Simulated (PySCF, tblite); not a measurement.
# C₅H₇O radical: geometry, infrared bands and EPR parameters

Aim: predict the infrared bands and EPR parameters of C₅H₇O radical (`C[C]1CC=CO1`).

The runs use tblite 0.8.0 and PySCF 2.14.0, with density-fitted response routines of our own; the level of theory stands in each step. All values are computed, except where a source is named. Atoms are numbered from 0 throughout.

## Step 1: The starting structure

13 atoms, charge 0, multiplicity 2; geometry from: force field or distance geometry start.

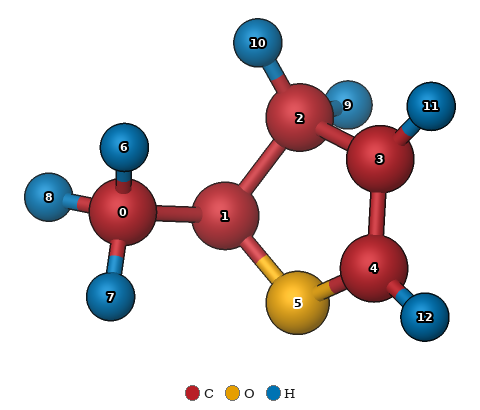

As it starts; carbon red, oxygen amber, hydrogen blue, atoms numbered.

## Step 2: Geometry optimisation with GFN2-xTB

Job settings and geometry (Å):

```
{"job": {"kind": "relax", "xc": "GFN2-xTB", "basis": "xTB"}, "charge": 0, "multiplicity": 2}
C      1.740100     0.062400     0.080400
C      0.546000    -0.116300    -0.837200
C     -0.513800    -1.007000    -0.215300
C     -1.450900    -0.032800     0.434300
C     -1.205500     1.165200    -0.077000
O     -0.200200     1.065300    -1.034900
H      1.593700    -0.332600     1.101100
H      2.006300     1.147100     0.061500
H      2.630100    -0.456700    -0.366300
H     -1.081700    -1.462500    -1.059800
H     -0.137300    -1.766800     0.450700
H     -2.167600    -0.303700     1.194700
H     -1.763600     2.038900     0.250000
```

The run is started by

```sh
$ OMP_NUM_THREADS=1 python probes_run.py task.json out
```

This one command runs all jobs of the session in turn.

**Question.** This job is followed by: GFN2-xTB harmonic vibrations, gas phase; UKS B3LYP, pcH-1 on C H O, non-relativistic, mean-field spin-orbit, GIAO. What will the session give for the following? strongest single infrared mode (GFN2-xTB); zero-point energy (GFN2-xTB); g(iso) (B3LYP); ⟨S²⟩; largest a(iso) (averaged by class); potential on the surface of density 0.002 e/bohr³, 1st and 99th percentile.

**Answer**, as computed:

| quantity | value |
| --- | --- |
| strongest single infrared mode (GFN2-xTB) | 1289 cm⁻¹, 72 km/mol |
| zero-point energy (GFN2-xTB) | 65.1 kcal/mol |
| g(iso) (B3LYP) | 2.00294 |
| ⟨S²⟩ | 0.756 (exact 0.75) |
| largest a(iso) (averaged by class) | 1H on H9, H10, 145.0 MHz |
| potential on the surface of density 0.002 e/bohr³, 1st and 99th percentile | -1.10 V and 0.98 V |

In words: Relaxing lowered the energy by 1.131 eV in 55 steps; the close pair that moved most is C4–O5, from 1.392 to 1.351 Å. All 33 modes are real, so the xTB geometry is a minimum. The strongest single mode, at 1289 cm⁻¹, is spread over several atoms, C1, H12, C4, C3 among them. GFN2-xTB is a fitted tight-binding method: band positions and strengths are rough. Its intensities can rank the bands wrongly. Most of the unpaired spin sits on C1 (0.84 e). The isotropic g lies 0.6 ppt above the free-electron value. The conformer search found further structures of the same energy, which may be mirror or relabelled copies of this one.
